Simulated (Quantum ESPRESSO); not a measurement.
**Rb (Im-3m): from the cell to the phonon bands**

How does Rb (Im-3m) vibrate, and is this structure a minimum?

Method: DFT LDA, scalar-relativistic, plane waves, PseudoDojo norm-conserving pseudopotentials, in Quantum ESPRESSO 7.5.

The database entry behind the starting cell lists a temperature near 78 K, so it need not match the best structure at ambient conditions.

## 1. Starting point

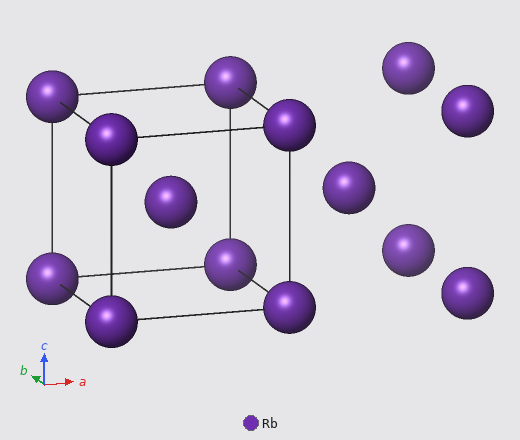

Start, viewed slightly off an axis; rubidium purple. 2×1×1 cells are drawn. This picture shows the conventional cell, with its axes. Some periodic images of atoms are drawn too.

## 2. A first look

Before anything dear is run, a loose run with smearing shows whether this is a metal and how far the cell is from rest.

Contents of probe.in:

```
&CONTROL
  calculation = 'scf'
  prefix      = 'x'
  outdir      = './tmp'
  pseudo_dir  = './pseudo'
  tprnfor     = .true.
  tstress     = .true.
  verbosity   = 'high'
/
&SYSTEM
  ibrav       = 3
  celldm(1)   = 10.59191493
  nat         = 1
  ntyp        = 1
  ecutwfc     = 46.0
  occupations = 'smearing'
  smearing    = 'gaussian'
  degauss     = 0.01
/
&ELECTRONS
  conv_thr         = 1.0d-07
  mixing_beta      = 0.7
  electron_maxstep = 100
/
ATOMIC_SPECIES
 Rb     85.4678  Rb.upf
ATOMIC_POSITIONS crystal
 Rb     0.000000000   0.000000000   0.000000000
K_POINTS automatic
 4 4 4 0 0 0
```

Command:

```sh
$ OMP_NUM_THREADS=1 mpirun -n 4 pw.x -nk 4 -in probe.in > probe.out
```

The log of the run:

```text
[banners, grids, parts of the stress and lines that vanish by symmetry left out]
Program PWSCF v.7.5
     bravais-lattice index     =            3
     lattice parameter (alat)  =      10.5919  a.u.
[...]
kinetic-energy cutoff     =      46.0000  Ry
     charge density cutoff     =     184.0000  Ry
     scf convergence threshold =      1.0E-07
[...]
Exchange-correlation= SLA  PW   NOGX NOGC
                           (   1   4   0   0   0   0   0)
[...]
48 Sym. Ops., with inversion, found
[...]
(     0          1          0      )
                  (     0          0          1      )
[...]
(  0.0000000  1.0000000  0.0000000 )
                  (  0.0000000  0.0000000  1.0000000 )
[...]
(     1         -1          1      )
                  (     1          0          0      )
[...]
(  1.0000000  0.0000000  0.0000000 )
                  (  0.0000000 -1.0000000  0.0000000 )
[...]
(     1          0          0      )
                  (     0          0         -1      )
[...]
( -1.0000000  0.0000000  0.0000000 )
                  (  0.0000000  1.0000000  0.0000000 )
[...]
number of k points=     8  Gaussian smearing, width (Ry)=  0.0100
[...]
End of self-consistent calculation
[...]
the Fermi energy is     1.8872 ev
!    total energy              =     -54.21173793 Ry
[...]
convergence has been achieved in   4 iterations
[...]
atom    1 type  1   force =     0.00000000    0.00000000    0.00000000
[...]
Total force =     0.000000     Total SCF correction =     0.000000
[...]
total   stress  (Ry/bohr**3)                   (kbar)     P=       -2.77
[...]
XML data file, charge density, pseudopotentials, collected wavefunctions

   JOB DONE.
```

Elapsed: 1.5 s, on 4 MPI ranks of Arm Neoverse V1, shared host; 5.2 s of CPU time.

This step gave:

```yaml
volume_per_atom: 88.04 Å³
pressure: -0.277 GPa
gap_on_the_k_mesh: 0 eV
```

No gap opens on this mesh, so smearing is kept; the start stands at -0.28 GPa.

## 3. Relaxation

The relaxation runs at a cutoff a fifth above that of the response, since stress converges more slowly with the basis than frequencies do. Forces and stress are brought to rest with tight thresholds.

Contents of relax.in:

```
&CONTROL
  calculation   = 'vc-relax'
  prefix        = 'x'
  outdir        = './tmp'
  pseudo_dir    = './pseudo'
  tprnfor       = .true.
  tstress       = .true.
  forc_conv_thr = 2.0d-05
  etot_conv_thr = 1.0d-07
  nstep         = 40
/
&SYSTEM
  ibrav       = 3
  celldm(1)   = 10.59191493
  nat         = 1
  ntyp        = 1
  ecutwfc     = 55
  occupations = 'smearing'
  smearing    = 'mv'
  degauss     = 0.02
/
&ELECTRONS
  conv_thr         = 1.0d-11
  mixing_beta      = 0.7
  electron_maxstep = 100
/
&IONS
/
&CELL
  press_conv_thr = 0.2
/
ATOMIC_SPECIES
 Rb     85.4678  Rb.upf
ATOMIC_POSITIONS crystal
 Rb     0.000000000   0.000000000   0.000000000
K_POINTS automatic
 10 10 10 0 0 0
```

Command:

```sh
$ OMP_NUM_THREADS=1 mpirun -n 4 pw.x -nk 4 -in relax.in > relax.out
```

The log of the run:

```text
[banners, grids, parts of the stress and lines that vanish by symmetry left out]
[banner, memory and clock lines left out]
Program PWSCF v.7.5

[...]
kinetic-energy cutoff     =      55.0000  Ry
     charge density cutoff     =     220.0000  Ry
     scf convergence threshold =      1.0E-11
[...]
energy convergence thresh.=      1.0E-07
     force convergence thresh. =      2.0E-05
     press convergence thresh. =      2.0E-01
     Exchange-correlation= SLA  PW   NOGX NOGC
                           (   1   4   0   0   0   0   0)
[...]
48 Sym. Ops., with inversion, found
[...]
number of k points=    47  Marzari-Vanderbilt smearing, width (Ry)=  0.0200
[...]
End of self-consistent calculation
[...]
the Fermi energy is     1.9040 ev
!    total energy              =     -54.21528751 Ry
[...]
convergence has been achieved in   6 iterations
[...]
atom    1 type  1   force =     0.00000000    0.00000000    0.00000000
     Total force =     0.000000     Total SCF correction =     0.000000
[...]
total   stress  (Ry/bohr**3)                   (kbar)     P=       -3.58
[...]
number of bfgs steps    =   0
[...]
CELL_PARAMETERS (alat= 10.59191493)
[...]
ATOMIC_POSITIONS (crystal)
Rb               0.0000000000        0.0000000000        0.0000000000
[...]
New effective cutoffs (rho, wfc):  219.14   55.06
[...]
End of self-consistent calculation
[...]
the Fermi energy is     1.9118 ev
!    total energy              =     -54.21531368 Ry
[...]
convergence has been achieved in   3 iterations
[...]
atom    1 type  1   force =     0.00000000    0.00000000    0.00000000
     Total force =     0.000000     Total SCF correction =     0.000000
[...]
total   stress  (Ry/bohr**3)                   (kbar)     P=       -3.54
[...]
number of bfgs steps    =   1
[...]
WARNING: bfgs curvature condition failed, Theta= 0.810
[...]
CELL_PARAMETERS (alat= 10.59191493)
[...]
ATOMIC_POSITIONS (crystal)
Rb               0.0000000000        0.0000000000        0.0000000000
[...]
New effective cutoffs (rho, wfc):  219.54   55.16
[...]
End of self-consistent calculation
[...]
the Fermi energy is     1.9234 ev
!    total energy              =     -54.21535233 Ry
[...]
convergence has been achieved in   4 iterations
[...]
atom    1 type  1   force =     0.00000000    0.00000000    0.00000000
     Total force =     0.000000     Total SCF correction =     0.000000
[...]
total   stress  (Ry/bohr**3)                   (kbar)     P=       -3.48
[...]
number of bfgs steps    =   2
[...]
CELL_PARAMETERS (alat= 10.59191493)
[...]
ATOMIC_POSITIONS (crystal)
Rb               0.0000000000        0.0000000000        0.0000000000
[...]
New effective cutoffs (rho, wfc):  220.15   55.31
[...]
End of self-consistent calculation
[...]
the Fermi energy is     1.9410 ev
!    total energy              =     -54.21540894 Ry
[...]
convergence has been achieved in   5 iterations
[...]
atom    1 type  1   force =     0.00000000    0.00000000    0.00000000
     Total force =     0.000000     Total SCF correction =     0.000000
[...]
Total force =     0.000000     Total SCF correction =     0.000000
[...]
total   stress  (Ry/bohr**3)                   (kbar)     P=       -2.13
[...]
number of bfgs steps    =   7
[...]
c_bands:  1 eigenvalues not converged
[...]
the Fermi energy is     2.3113 ev
!    total energy              =     -54.21615802 Ry
[...]
convergence has been achieved in   6 iterations
[...]
atom    1 type  1   force =     0.00000000    0.00000000    0.00000000
     Total force =     0.000000     Total SCF correction =     0.000000
[...]
total   stress  (Ry/bohr**3)                   (kbar)     P=       -1.18
[...]
number of bfgs steps    =   8
[...]
the Fermi energy is     2.4961 ev
!    total energy              =     -54.21623435 Ry
[...]
convergence has been achieved in   6 iterations
[...]
atom    1 type  1   force =     0.00000000    0.00000000    0.00000000
     Total force =     0.000000     Total SCF correction =     0.000000
[...]
total   stress  (Ry/bohr**3)                   (kbar)     P=        0.13
[...]
number of bfgs steps    =   9
[...]
New effective cutoffs (rho, wfc):  238.07   59.81
[...]
the Fermi energy is     2.4781 ev
!    total energy              =     -54.21623514 Ry
[...]
convergence has been achieved in   5 iterations
[...]
atom    1 type  1   force =     0.00000000    0.00000000    0.00000000
     Total force =     0.000000     Total SCF correction =     0.000000
[...]
total   stress  (Ry/bohr**3)                   (kbar)     P=       -0.01
[...]
number of bfgs steps    =  10
[...]
CELL_PARAMETERS (alat= 10.59191493)
[...]
ATOMIC_POSITIONS (crystal)
Rb               0.0000000000        0.0000000000        0.0000000000
[...]
New effective cutoffs (rho, wfc):  238.09   59.82
[...]
End of self-consistent calculation
[...]
the Fermi energy is     2.4790 ev
!    total energy              =     -54.21623514 Ry
[...]
convergence has been achieved in   3 iterations
[...]
atom    1 type  1   force =     0.00000000    0.00000000    0.00000000
     Total force =     0.000000     Total SCF correction =     0.000000
[...]
total   stress  (Ry/bohr**3)                   (kbar)     P=        0.00
[...]
bfgs converged in  12 scf cycles and  11 bfgs steps
[...]
End of BFGS Geometry Optimization
     Final enthalpy           =     -54.2162351418 Ry
     File ./tmp/x.bfgs deleted, as requested
[...]
CELL_PARAMETERS (alat= 10.59191493)
[...]
ATOMIC_POSITIONS (crystal)
Rb               0.0000000000        0.0000000000        0.0000000000
[...]
Final scf calculation at the relaxed structure.
[...]
kinetic-energy cutoff     =      55.0000  Ry
     charge density cutoff     =     220.0000  Ry
     scf convergence threshold =      1.0E-13
[...]
press convergence thresh. =      2.0E-01
     Exchange-correlation= SLA  PW   NOGX NOGC
                           (   1   4   0   0   0   0   0)
[...]
48 Sym. Ops., with inversion, found
[...]
number of k points=    47  Marzari-Vanderbilt smearing, width (Ry)=  0.0200
[...]
c_bands:  1 eigenvalues not converged
     c_bands:  3 eigenvalues not converged
     c_bands:  3 eigenvalues not converged
[...]
c_bands:  2 eigenvalues not converged
     c_bands:  2 eigenvalues not converged
[...]
End of self-consistent calculation
[...]
the Fermi energy is     2.4790 ev
!    total energy              =     -54.21621757 Ry
[...]
convergence has been achieved in   8 iterations
[...]
atom    1 type  1   force =     0.00000000    0.00000000    0.00000000
     Total force =     0.000000     Total SCF correction =     0.000000
[...]
total   stress  (Ry/bohr**3)                   (kbar)     P=       -0.02
[...]
XML data file, charge density, pseudopotentials, collected wavefunctions
```

Wall time 65 s (4 MPI ranks); 4.3 min of CPU time.

Step by step:

```
step  energy less that of the first step (eV)  largest force (eV/Å)  pressure (GPa)  volume (Å³)
   1                                   0.0000                0.0000           -0.36        88.04
   2                                  -0.0004                0.0000           -0.35        87.88
   3                                  -0.0009                0.0000           -0.35        87.64
   4                                  -0.0017                0.0000           -0.34        87.28
   5                                  -0.0028                0.0000           -0.33        86.75
   6                                  -0.0043                0.0000           -0.30        85.94
   7                                  -0.0065                0.0000           -0.27        84.75
   8                                  -0.0091                0.0000           -0.21        82.98
   9                                  -0.0118                0.0000           -0.12        80.37
  10                                  -0.0129                0.0000            0.01        77.33
  11                                  -0.0129                0.0000            0.00        77.62
  12                                  -0.0129                0.0000            0.00        77.60
  13                                  -0.0127                0.0000            0.00        77.60
```

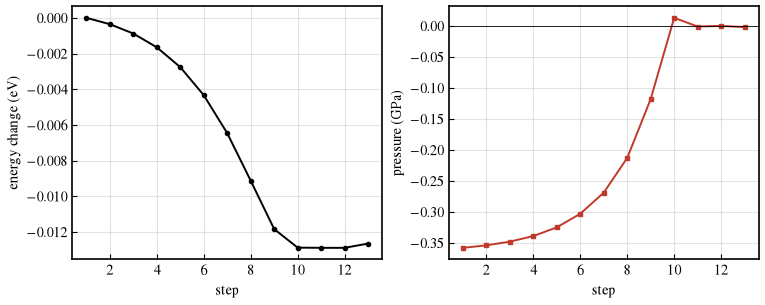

Energy and pressure along the relaxation.

```
conventional cell, symmetrised  before  after   change
                         a (Å)   5.605  5.374   -4.1 %
                         b (Å)   5.605  5.374   -4.1 %
                         c (Å)   5.605  5.374   -4.1 %
              volume (Å³/atom)   88.04  77.60  -11.9 %
```

The relaxed structure:

```
Rb
1.0
     2.68703    2.68703    2.68703
    -2.68703    2.68703    2.68703
    -2.68703   -2.68703    2.68703
Rb
1
Direct
  0.00000 0.00000 0.00000
```

The last row of the table of steps is pw.x's closing run on a basis chosen anew for the final cell, so its energy can jump.

Read from the output:

| Quantity | Value |
| --- | --- |
| volume per atom | 77.60 Å³ |
| pressure | -0.002 GPa |

The volume changes by -11.9 % from the cell with which this run began.

## 4. Self-consistent run for the response

The response is built on this ground state, so it is converged far tighter than an energy would need. Smearing stays on, as the first look found no gap above 0.3 eV.

Contents of scf.in:

```
&CONTROL
  calculation = 'scf'
  prefix      = 'x'
  outdir      = './tmp'
  pseudo_dir  = './pseudo'
  tprnfor     = .true.
  tstress     = .true.
/
&SYSTEM
  ibrav       = 3
  celldm(1)   = 10.15548884
  nat         = 1
  ntyp        = 1
  ecutwfc     = 46.0
  occupations = 'smearing'
  smearing    = 'mv'
  degauss     = 0.02
/
&ELECTRONS
  conv_thr         = 1.0d-12
  mixing_beta      = 0.7
  electron_maxstep = 100
/
ATOMIC_SPECIES
 Rb     85.4678  Rb.upf
ATOMIC_POSITIONS crystal
 Rb     0.000000000   0.000000000   0.000000000
K_POINTS automatic
 12 12 12 0 0 0
```

Command:

```sh
$ OMP_NUM_THREADS=1 mpirun -n 4 pw.x -nk 4 -in scf.in > scf.out
```

The log of the run:

```text
[banners, grids, parts of the stress and lines that vanish by symmetry left out]
[banner, memory and clock lines left out]
Program PWSCF v.7.5

[...]
kinetic-energy cutoff     =      46.0000  Ry
     charge density cutoff     =     184.0000  Ry
     scf convergence threshold =      1.0E-12
[...]
Exchange-correlation= SLA  PW   NOGX NOGC
                           (   1   4   0   0   0   0   0)
[...]
48 Sym. Ops., with inversion, found
[...]
number of k points=    72  Marzari-Vanderbilt smearing, width (Ry)=  0.0200
[...]
End of self-consistent calculation
[...]
the Fermi energy is     2.4748 ev
!    total energy              =     -54.21625156 Ry
[...]
convergence has been achieved in   8 iterations
[...]
atom    1 type  1   force =     0.00000000    0.00000000    0.00000000
     Total force =     0.000000     Total SCF correction =     0.000000
[...]
total   stress  (Ry/bohr**3)                   (kbar)     P=       -0.04
[...]
XML data file, charge density, pseudopotentials, collected wavefunctions
```

Wall time 7.9 s (4 MPI ranks).

Read from the output:

| Item | Value |
| --- | --- |
| pressure | -0.004 GPa |

The cell stands at -0.004 GPa, close enough for phonons.

(Part 1 of 3 ends here.)

[Host names and launcher messages were left out of these logs when they were recorded.]

[Logs are printed without paths, hosts, clocks, repeated set-up lines and the standing remarks that a program may print on its own settings, such as how far it seeks lower states.]

[Hosts, paths, dates, database ids (printed as entryN), source tags and the programs' standing remarks are cut or masked in the printed files.]
